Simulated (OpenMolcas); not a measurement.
# Run report: Os⁶⁺ complex, multiconfigurational calculation

Os⁶⁺ with 6 ligands (Cl; octahedron, 2.27 Å), with no charges around it. Computed at this level: state-averaged SS-CASPT2, IPEA shift 0.25, imaginary shift 0.1 hartree, closed shells 5s 5p of the metal and the valence shells of the ligands correlated, active space 2 electrons in the shell 5d, basis ANO-RCC-VDZP on the metal and ANO-RCC-VDZP on the ligands, DKH2 scalar Hamiltonian, spin-orbit coupling by RASSI with atomic mean-field integrals (OpenMolcas).

The program's output (extracts):
```
--- CASPT2 ---
Orbital specifications:
      -----------------------

      Symmetry species                           1   2
                                                ag  au
      Frozen orbitals                           29  31
      Inactive orbitals                         13  15
      Active orbitals                            5   0
      Secondary orbitals                        43  40
      Deleted orbitals                           0   0
      Number of basis functions                 90  86
Type of calculation                        SS-CASPT2
      Fock operator                              state-specific
      IPEA shift                                 0.25
      Real shift                                 0.00
      Imaginary shift                            0.10
      The input orbitals will be transformed to quasi-canonical
Reference energy:      -20003.1181514743
      E2 (Non-variational):      -1.4750511366
      Shift correction:          -0.0041402924
      E2 (Variational):          -1.4791914290
      Total energy:          -20004.5973429033
      Residual norm:              0.0000006480
      Reference weight:           0.59524
      Contributions to the CASPT2 correlation energy
      Active & Virtual Only:         -0.0023318369
      One Inactive Excited:          -0.1321087981
      Two Inactive Excited:          -1.3406105016
Reference energy:      -20003.1181514742
      E2 (Non-variational):      -1.4753351627
      Shift correction:          -0.0041525343
      E2 (Variational):          -1.4794876970
      Total energy:          -20004.5976391713
      Residual norm:              0.0000009557
      Reference weight:           0.59497
      Contributions to the CASPT2 correlation energy
      Active & Virtual Only:         -0.0023346196
      One Inactive Excited:          -0.1320967318
      Two Inactive Excited:          -1.3409038112
::    CASPT2 Root  1     Total energy: -20004.59734290
::    CASPT2 Root  2     Total energy: -20004.59763917
::    CASPT2 Root  3     Total energy: -20004.59764767
::    CASPT2 Root  4     Total energy: -20004.45604086
::    CASPT2 Root  5     Total energy: -20004.45607865
::    CASPT2 Root  6     Total energy: -20004.45553923
::    CASPT2 Root  7     Total energy: -20004.43477546
::    CASPT2 Root  8     Total energy: -20004.43478179
::    CASPT2 Root  9     Total energy: -20004.43474937
::    CASPT2 Root 10     Total energy: -20004.30967958
--- CASPT2 ---
Orbital specifications:
      -----------------------

      Symmetry species                           1   2
                                                ag  au
      Frozen orbitals                           29  31
      Inactive orbitals                         13  15
      Active orbitals                            5   0
      Secondary orbitals                        43  40
      Deleted orbitals                           0   0
      Number of basis functions                 90  86
Type of calculation                        SS-CASPT2
      Fock operator                              state-specific
      IPEA shift                                 0.25
      Real shift                                 0.00
      Imaginary shift                            0.10
      The input orbitals will be transformed to quasi-canonical
Reference energy:      -20003.0904758846
      E2 (Non-variational):      -1.4889907119
      Shift correction:          -0.0044212396
      E2 (Variational):          -1.4934119515
      Total energy:          -20004.5838878361
      Residual norm:              0.0000005333
      Reference weight:           0.58922
      Contributions to the CASPT2 correlation energy
      Active & Virtual Only:         -0.0039482824
      One Inactive Excited:          -0.1337277303
      Two Inactive Excited:          -1.3513146992
Reference energy:      -20003.0904758844
      E2 (Non-variational):      -1.4887098803
      Shift correction:          -0.0043963836
      E2 (Variational):          -1.4931062639
      Total energy:          -20004.5835821483
      Residual norm:              0.0000005965
      Reference weight:           0.58957
      Contributions to the CASPT2 correlation energy
      Active & Virtual Only:         -0.0039467071
      One Inactive Excited:          -0.1335803521
      Two Inactive Excited:          -1.3511828211
::    CASPT2 Root  1     Total energy: -20004.58388784
::    CASPT2 Root  2     Total energy: -20004.58358215
::    CASPT2 Root  3     Total energy: -20004.58413925
::    CASPT2 Root  4     Total energy: -20004.58368202
::    CASPT2 Root  5     Total energy: -20004.58373996
::    CASPT2 Root  6     Total energy: -20004.55669542
::    CASPT2 Root  7     Total energy: -20004.44661096
::    CASPT2 Root  8     Total energy: -20004.44710117
::    CASPT2 Root  9     Total energy: -20004.44723023
::    CASPT2 Root 10     Total energy: -20004.43335381
::    CASPT2 Root 11     Total energy: -20004.43449436
::    CASPT2 Root 12     Total energy: -20004.43442395
::    CASPT2 Root 13     Total energy: -20004.30214246
::    CASPT2 Root 14     Total energy: -20004.30214889
::    CASPT2 Root 15     Total energy: -20004.27900727
```

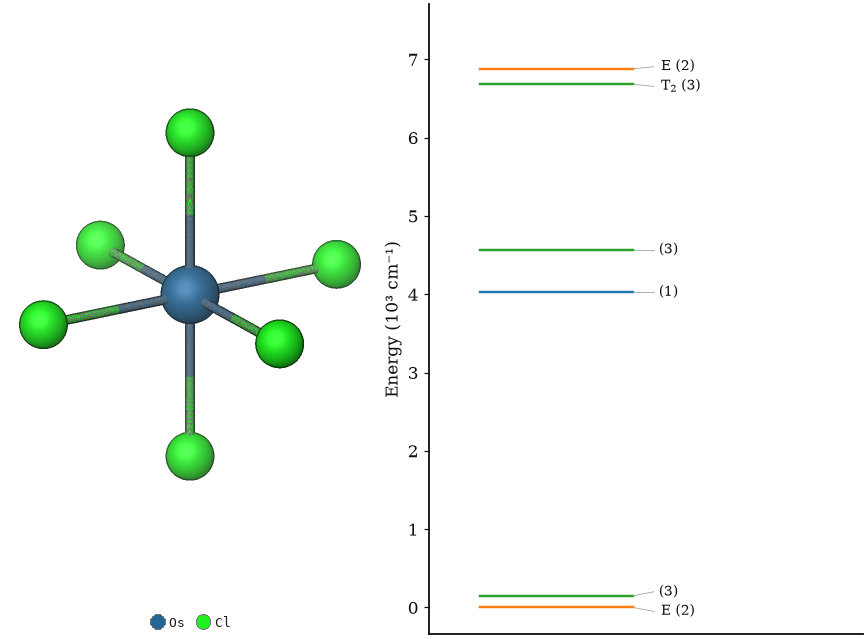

**Figure 1.** Os⁶⁺ (5d²) with 6 ligands, Cl⁻, at 2.27 Å (arrangement: octahedron, Oh), and its levels. Labels give the representation in O, Td, D4 or D3 as the site allows (double group for half-integer spin) where it could be assigned and, in brackets, the degeneracy; spin-free states, where drawn, share the zero of the spin-orbit levels. The ground level is E, doubly degenerate, 86 % from states of spin multiplicity 3. Its principal g values are all close to zero. The next level lies at 150 cm⁻¹.

Input:
```
&GATEWAY
Coord
7

Os 0.0 0.0 0.0
Cl 2.270000 0.000000 0.000000
Cl 0.000000 2.270000 0.000000
Cl -2.270000 0.000000 0.000000
Cl 0.000000 -2.270000 0.000000
Cl 0.000000 0.000000 2.270000
Cl 0.000000 0.000000 -2.270000
Basis=Os.ANO-RCC-VDZP,Cl.ANO-RCC-VDZP
Group=XYZ
NoMove
AngMom=0.0 0.0 0.0
AMFI
RICD
&SEWARD
&RASSCF
FileOrb=start.orb
Symmetry=1
Spin=3
nActEl=2 0 0
Inactive=42 46
Ras2=5 0
CIRoot=10 10 1
SDav=10
CIMx=300
Iter=150 100
PrWF=0.3
OrbListing=Nothing
MaxOrb=0
LevShft=1.0
>>> COPY $Project.JobIph JOB001
&RASSCF
FileOrb=start.orb
Symmetry=1
Spin=1
nActEl=2 0 0
Inactive=42 46
Ras2=5 0
CIRoot=15 15 1
SDav=15
CIMx=300
Iter=150 100
PrWF=0.3
OrbListing=Nothing
MaxOrb=0
LevShft=1.0
>>> COPY $Project.JobIph JOB002
&RASSI
NrOfJobIphs=2 10 15
1 2 3 4 5 6 7 8 9 10
1 2 3 4 5 6 7 8 9 10 11 12 13 14 15
IphNames
JOB001
JOB002
EJob
SpinOrbit
DIPRint=1.0
SOCoupling=1000.0
Subsets=2
Property=9
'ANGMOM' 1 'ANGMOM' 2 'ANGMOM' 3 'MLTPL  1' 1 'MLTPL  1' 2 'MLTPL  1' 3
'AMFI' 1 'AMFI' 2 'AMFI' 3
SOProperty=3
'ANGMOM' 1 'ANGMOM' 2 'ANGMOM' 3
>>> COPY JOB001 $Project.JobIph
&CASPT2
Multistate=10 1 2 3 4 5 6 7 8 9 10
NoMult
Frozen=29 31
IPEA=0.25
Imaginary=0.1
MaxIter=60
WThr=0.0 0.3 0.05
PrWF=0.5
NoMix
>>> COPY JOB002 $Project.JobIph
&CASPT2
Multistate=15 1 2 3 4 5 6 7 8 9 10 11 12 13 14 15
NoMult
Frozen=29 31
IPEA=0.25
Imaginary=0.1
MaxIter=60
WThr=0.0 0.3 0.05
PrWF=0.5
NoMix
```

The file start.orb holds starting orbitals from an earlier step. A driver script formed the levels outside the program, from RASSI's spin-orbit matrix and the CASPT2 energies (for multi-state variants, the effective Hamiltonian), averaged over the components of each term or state. The log and the time are those of the CASPT2 step.

Launched with:
```bash
OMP_NUM_THREADS=1 MOLCAS_MEM=2457 MOLCAS_PROJECT=a pymolcas a.inp > a.log  # once for each step of the input, in one work folder
```

Summary:

| quantity | value |
| --- | --- |
| outcome | converged; degenerate states are split by up to 250 cm⁻¹ |
| energy of the lowest spin-free term | −20004.59754 hartree |
| energy of the lowest spin-orbit level | −20004.61235 hartree |
| CASPT2 correlation energy | −1.4794 hartree |
| largest spread among components of a term | 250.3 cm⁻¹ |
| lowest reference weight | 0.554 |
| hardware | 1 thread of Arm Neoverse V1, 24 GiB of memory available, shared host |
| wall time | 1.8 min |
| peak memory | 0.6 GiB |

Notes:

The components of ¹T2, which symmetry makes degenerate, are split by 250 cm⁻¹ in CASPT2, and those of 4 more by over 50 cm⁻¹. This is an artefact; the levels of such states rest on averages and are uncertain by about as much. To bear in mind: covalent bonds, ligand orbitals missing from the active space; distances are set from ionic radii, not optimised.
